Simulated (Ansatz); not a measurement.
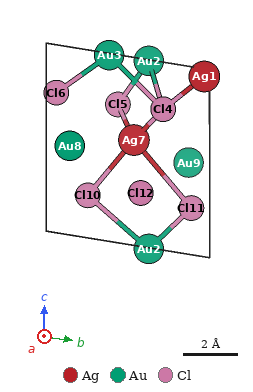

Solid AgAu₂Cl₃ (built on the NaPr2Se3-71 type type), before the relaxation. A ball-and-stick model of the cell of the calculation, reduced to other axes, seen along the a axis. Lengths and directions refer to the drawn axes.

Case: shaken.

The calculation used DFT, PBEsol, plane waves, PAW in Ansatz.

The input:
```yaml
crystal:
  lattice:
    - [-2.7038921544, 2.2869444419, 5.5561533844]
    - [2.9007866266, -2.3968736203, 5.698504491]
    - [5.2845420119, 4.6437236599, -11.2018267519]
  atoms:
    - { symbol: Ag, position: [0.0583534096, 0.008823471, 0.0406915777] }
    - { symbol: Au, position: [0.6204673579, 0.6337325905, 0.0056514517] }
    - { symbol: Au, position: [0.4134423159, 0.3948517109, 0.0096073709] }
    - { symbol: Cl, position: [0.5073553858, -0.033799433, 0.2503990643] }
    - { symbol: Cl, position: [0.1866933357, 0.7030785414, 0.2641217343] }
    - { symbol: Cl, position: [0.8330467648, 0.3162828615, 0.2544748453] }
    - { symbol: Ag, position: [-0.0607934072, -0.0233725771, 0.4395651883] }
    - { symbol: Au, position: [0.6315947277, 0.6696515528, 0.5256291984] }
    - { symbol: Au, position: [0.369745579, 0.3838296768, 0.5119770075] }
    - { symbol: Cl, position: [0.5257505989, 0.0283816299, 0.773770114] }
    - { symbol: Cl, position: [0.2213077263, 0.640705611, 0.7517700332] }
    - { symbol: Cl, position: [0.7590471327, 0.294250139, 0.7153323751] }
kpoints:
  mp_grid: { grid: [4, 4, 4] }
hamiltonian:
  xc: pbesol
scf:
  occupations: { method: fermi_dirac, width: 0.05 }
relax:
  f_tol: 0.01
  cell: {}
  max_steps: 120
```

Q: What does the optimiser find from here?

A: The largest move relative to the cell is that of Au8, 1.87 Å along [1 −1 −2]. Largest moves by element: Au 1.87 Å, Ag 1.56 Å, Cl 1.34 Å. The volume changes by +1.2 %, with a 6.589 → 6.197 Å (−5.9 %), b 6.829 → 7.388 Å (+8.2 %), c 7.114 → 8.292 Å (+16.6 %), α 96.3° → 98.7°, β 95.1° → 115.0°, γ 114.1° → 113.6°. Among the contacts that change: Au3–Cl10 2.866 → 5.172 Å, Ag7–Cl12 4.061 → 2.539 Å, Ag1–Au2 4.160 → 2.807 Å, Ag1–Cl6 4.186 → 2.860 Å. New bonds form: Ag1–Cl5 (3.59 → 2.67 Å), Ag1–Cl6 (4.19 → 2.86 Å), Ag7–Cl12 (4.06 → 2.54 Å). Bonds break: Au3–Cl10 (2.87 → 5.17 Å), Cl5–Au8 (2.40 → 3.35 Å). Bond angles that change, for instance: Cl4–Ag7–Cl10 161.9° → 80.6°, Cl4–Au3–Cl6 99.8° → 172.8°, Cl10–Au8–Cl11 104.6° → 171.8°. The space group stays P1 (No. 1). Over 43 accepted moves (54 points after the start) the energy falls by 473 meV per atom. Largest force component: 12 eV/Å at the start, 0.00093 eV/Å at the end. Pressure: 5.46 GPa at the start and 0.00 GPa at the end. The line search rejected the trial steps at points 22, 29, 31, 39, 40, 42, 48, 52 of the run. At 3 points the geometry stayed and the basis and grid were re-selected for the new cell (energy shift of 2.3 meV per atom at most each time). Cost: 3.4 min on 1 × NVIDIA H100 80GB HBM3 with 2 threads of AMD EPYC 7R13 Processor (Zen 3) (shared host), peak memory 1.3 GiB.

Step by step:

```csv
step,"E − E(0), meV/atom","largest force component, eV/Å","pressure, GPa","volume, Å³/atom",note
0,0.00,11.8281,5.46,23.946,
1,-198.93,3.0435,0.72,24.147,
2,-257.31,1.2153,0.76,23.815,
3,-273.65,0.5266,0.47,23.889,
4,-287.76,0.5369,0.20,23.982,
5,-299.08,0.4425,-0.09,24.072,
6,-310.79,0.2225,-0.11,24.164,
7,-323.54,0.3774,0.02,24.214,
8,-337.37,0.3044,0.19,24.244,
9,-353.58,0.3366,0.03,24.078,
10,-367.32,0.4031,-0.09,23.963,
12,-401.48,0.4286,0.46,24.013,
15,-445.21,0.1617,0.07,24.859,
17,-457.82,0.1377,-0.05,25.253,
19,-465.09,0.0561,-0.12,25.058,
22,-465.92,0.0654,-0.02,24.743,rejected
24,-466.10,0.0030,0.00,24.705,
26,-468.42,0.0080,0.20,24.665,"same geometry, new basis"
29,-469.16,0.1409,-0.19,25.388,rejected
31,-470.12,0.0572,0.01,25.209,rejected
33,-470.38,0.0115,0.00,25.147,
35,-470.42,0.0090,-0.01,25.099,
38,-471.74,0.1235,0.10,24.063,
40,-469.35,0.6397,0.03,24.477,rejected
42,-472.31,0.1084,0.09,24.142,rejected
45,-472.73,0.0166,0.00,24.138,
47,-472.91,0.0251,-0.01,24.169,
49,-472.98,0.0040,0.01,24.181,
52,-473.16,0.0115,0.00,24.238,rejected
54,-473.18,0.0009,0.00,24.235,"same geometry, new basis"
```

The structure at the end:

```xyz
12
Lattice="-3.1758 0.9466 5.2365 3.3822 -2.6128 6.0257 6.8940 5.9061 -11.8628" Properties=species:S:1:pos:R:3 pbc="T T T"
Ag    0.6574   -0.3715    0.8816
Au   -0.1118   -0.3994    7.1853
Au    1.5731   -0.3486    4.5079
Cl    3.5581   -0.8780    5.5105
Cl    2.8847    0.9155    1.5863
Cl   -0.3247    0.4507    3.4386
Ag    5.4591    0.3405    1.4359
Au    5.0846    2.9251    0.0584
Au    3.2222    1.7455   -2.1485
Cl    6.8722    1.7029   -0.6658
Cl    6.6453    3.2731   -4.1861
Cl    3.4416    3.9387   -2.6896
```

After the run, drawn alike:

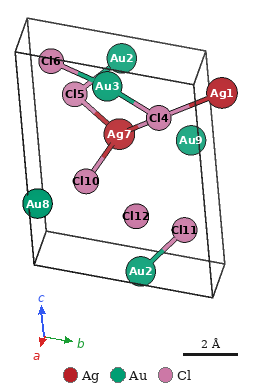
